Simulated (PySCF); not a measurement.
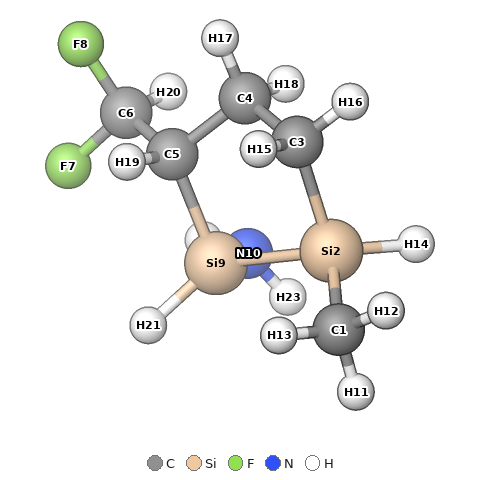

Geometry used (C₅H₁₃F₂NSi₂, SMILES C[Si@@H]1CC[C@@H](C(F)F)[Si@H]1N).

GIAO shifts, PBE0/pcSseg-1 with PySCF, at a GFN2-xTB geometry (no frequency check), against TMS for ²⁹Si computed at the same level. Gas phase, fully decoupled, line heights follow the number of nuclei, widths are arbitrary (no quadrupolar broadening); values of one conformer, averaged over nuclei that symmetry, rotation about single bonds or inversion at nitrogen exchange, these motions taken as fast; other conformers aren't averaged in.

**How many ²⁹Si lines appear, and where?**

2 signals.


```tsv
δ (ppm)	nuclei	atoms
−19.5	1	Si9
−36.3	1	Si2
```

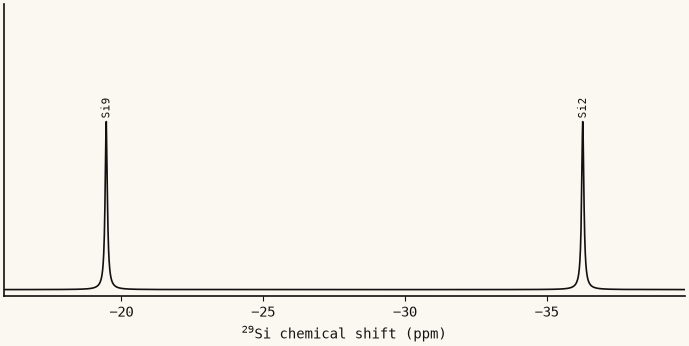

Caveats: the tight-binding geometry is rougher than a DFT one and adds to the error.
